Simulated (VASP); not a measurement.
Energy against volume of Ta (bcc). Computed with PBE GGA, VASP's PBE PAW potentials (set 64) (plane waves; VASP).

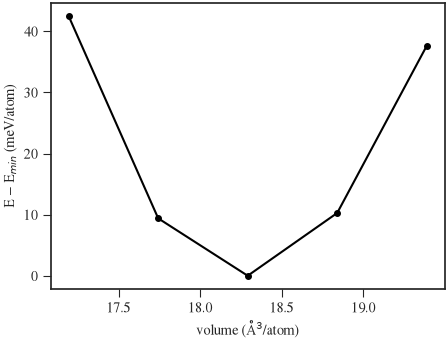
Energy against volume

Problem. Estimate the equilibrium volume and the bulk modulus.

Solution. The minimum lies near 18.3 Å³/atom, and the curvature gives B0 of about 190 GPa.

Measured: bulk modulus 198 GPa at 0 K (computed value off by -1.7 %), as given by H. Levämäki et al., Physical Review B (2014), arXiv:1402.3671 [corrected for temperature and zero-point phonon effects]; a 3.299 Å at 0 K (computed value off by +0.6 %), as given by Daniel Mejia-Rodriguez et al., Physical Review B (2018), arXiv:1807.09216 [static lattice: zero-point anharmonic expansion removed].

The compound is Ta in the bcc structure. It was relaxed first.
